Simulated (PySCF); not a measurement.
```xyz
14
charge 0, multiplicity 1
Si    2.3045    0.0755    0.4119
O     0.8054    0.1664   -0.3185
C    -0.3888    0.3403    0.3744
C    -1.1537   -0.9155    0.8226
O    -2.3255   -0.4864    0.1389
C    -1.6204    0.5726   -0.5024
H     3.3063    0.0344   -0.6850
H     2.5221    1.2731    1.2825
H     2.4201   -1.1532    1.2577
H    -0.2826    1.0905    1.1802
H    -1.3204   -1.0561    1.9043
H    -0.7210   -1.8403    0.3966
H    -1.4039    0.3653   -1.5664
H    -2.1372    1.5429   -0.4142
```

What structure does this define?

The molecule is C3H8O2Si. As SMILES it reads `[SiH3]OC1COC1`. Independent rings (smallest set): 1 of 4 members. Among its groups: ether, Si–H bond, Si–O bond. The point group is C1. Coordination, clear cases only: 1 Si tetrahedral; 2 O bent.

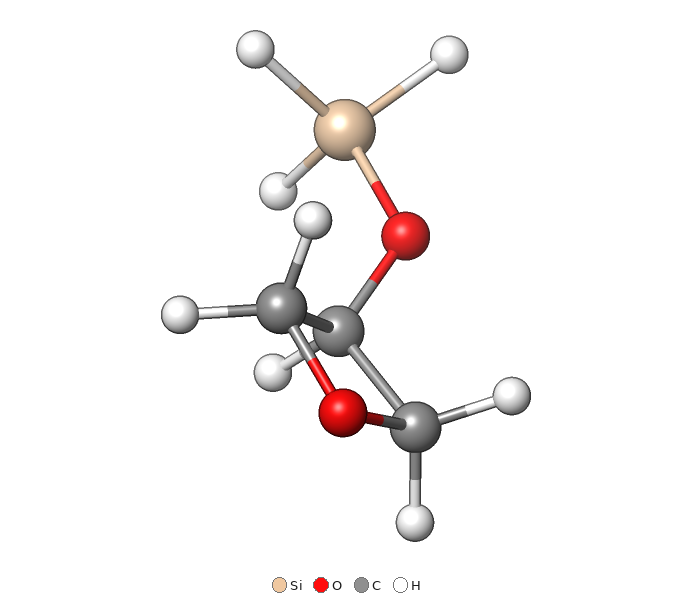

Simulated data, not a measurement (program: PySCF).
